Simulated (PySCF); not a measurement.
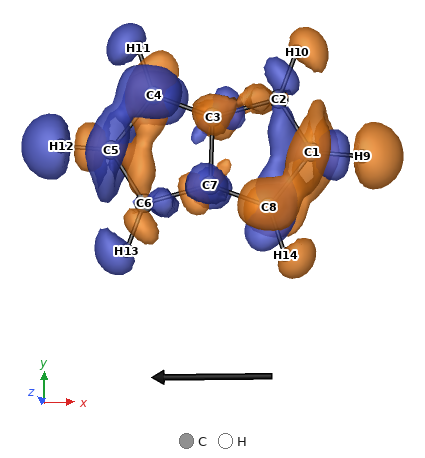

Figure 1: C$_{8}$H$_{6}$, SMILES `C1=CC2=CC=CC2=C1`. Change of the electron density in a uniform field of 0.51 V/Å along −x (arrow), surfaces at ±0.006 e/Å³ (orange: gain, blue: loss).

Method: LDA (SVWN)/def2-SVP; geometry: GFN2-xTB; program: PySCF. No frequency check shows the geometry to be a minimum. A basis without diffuse functions makes polarisabilities too small.

Cartesian coordinates (Å):

```
C1       2.1476   -0.0454    0.0000
C2       1.4399    1.0990    0.0000
C3       0.0275    0.7278    0.0000
C4      -1.2339    1.2023    0.0000
C5      -2.1476    0.0454    0.0000
C6      -1.4399   -1.0990    0.0000
C7      -0.0275   -0.7278    0.0000
C8       1.2339   -1.2023    0.0000
H9       3.2182   -0.1440    0.0000
H10      1.8187    2.1037    0.0000
H11     -1.5687    2.2250    0.0000
H12     -3.2182    0.1440    0.0000
H13     -1.8187   -2.1037    0.0000
H14      1.5687   -2.2250    0.0000
```

How large is the response?

The induced dipole is 2.99 D (along the field); α along this axis, from the fields in both directions, is 117 bohr³ (17.4 Å³).

Which atoms gain and lose the most charge?

Electrons gather most on C1 (Hirshfeld charge changes by −0.030 e) and leave C5 most (+0.029 e); 0.212 electrons are displaced in all.

The PySCF run took 24 s on 1 thread of AMD EPYC 9R45 96-Core Processor (Zen 5), on a shared host, peak memory 0.31 GiB.
